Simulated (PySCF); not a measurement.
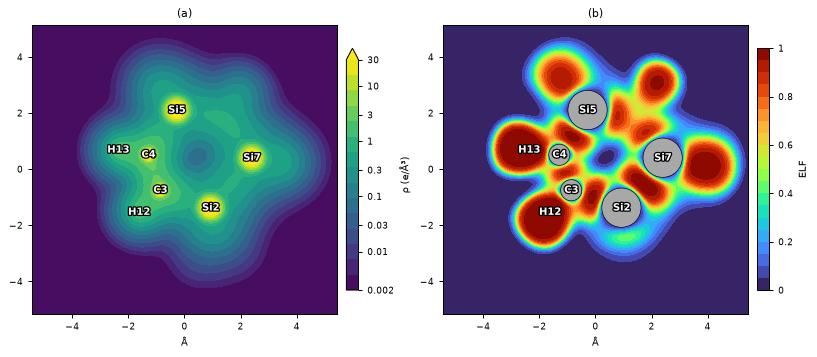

Figure. C$_{4}$H$_{12}$Si$_{3}$. (a) electron density; (b) ELF on the plane of atoms C3, C4 and Si5. Grey discs cover the atomic cores in the ELF map.

Geometry: GFN2-xTB.

Theory: PBE0/pcSseg-1, SCF density, gas phase, non-relativistic in PySCF 2.14.0.

| atom | x (Å) | y (Å) | z (Å) |
| --- | --- | --- | --- |
| C | 2.8866 | 0.0139 | 0.1431 |
| Si | 1.1963 | -0.2065 | -0.7110 |
| C | 0.3718 | 1.4994 | -0.7268 |
| C | -0.8387 | 1.8239 | -0.2746 |
| Si | -2.1414 | 0.7287 | 0.5392 |
| C | -1.9401 | -1.0965 | 0.0574 |
| Si | -0.1726 | -1.7498 | 0.3318 |
| H | 3.4878 | 0.7707 | -0.3529 |
| H | 2.7719 | 0.3156 | 1.1805 |
| H | 3.4516 | -0.9135 | 0.1317 |
| H | 1.4830 | -0.5086 | -2.1332 |
| H | 0.9787 | 2.2949 | -1.1562 |
| H | -1.1433 | 2.8650 | -0.3568 |
| H | -2.0311 | 0.8706 | 2.0001 |
| H | -3.4638 | 1.2209 | 0.1169 |
| H | -2.1938 | -1.2134 | -0.9968 |
| H | -2.6630 | -1.6956 | 0.6095 |
| H | 0.0424 | -1.8853 | 1.7823 |
| H | -0.0921 | -3.1252 | -0.1916 |

Question: Describe what can be read from this map.

Answer: Atoms in the plane: Si, C and H. C–C (1.33 Å): ρ is about 2.3 e/Å³ halfway; the ELF peaks at about 0.90 between the atoms (a multiple bond). C–Si (1.89 Å): ρ is about 0.93 e/Å³ halfway; the ELF peaks at about 0.95 between the atoms, as expected for a covalent bond. Si–Si (2.31 Å): ρ at the midpoint is about 0.68 e/Å³; the ELF peaks at about 1 between the atoms, as expected for localised, covalent bonding. C–H (1.09 Å): ρ at the midpoint is about 2 e/Å³; the ELF climbs to about 1 towards the hydrogen, as it does in any bond to H (an ordinary covalent bond to hydrogen).
